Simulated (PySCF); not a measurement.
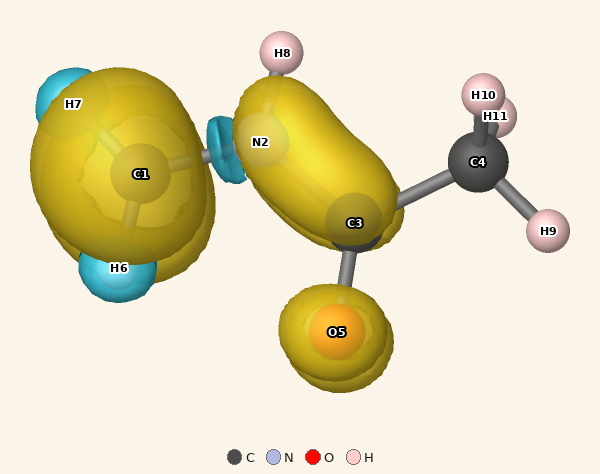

The picture shows: C3H6NO (SMILES [CH2]NC(C)=O) (doublet). Isosurfaces of the spin density at +0.015 (yellow) and −0.015 e/Å³ (cyan), seen across its widest extent.

Geometry: GFN2-xTB.

Level of theory: UKS B3LYP, pcH-1 on C H N O, non-relativistic, mean-field spin-orbit, GIAO (PySCF 2.14.0, density-fitted response routines).

```xyz
11

C     2.0177    0.0714    0.1030
N     0.6987   -0.1243    0.3437
C    -0.3126    0.2275   -0.5226
C    -1.6877   -0.1079    0.0079
O    -0.0905    0.7522   -1.5975
H     2.2898    0.5347   -0.8224
H     2.7353   -0.2262    0.8374
H     0.4379   -0.5584    1.2192
H    -2.4323    0.1927   -0.7228
H    -1.8740    0.4195    0.9423
H    -1.7768   -1.1786    0.1856
```

### Which atoms carry the spin?

The unpaired spin (1 electron) lies mostly on C1 (about 0.6), N2 (about 0.1) and O5 (about 0.1), in electrons by Hirshfeld's partition.
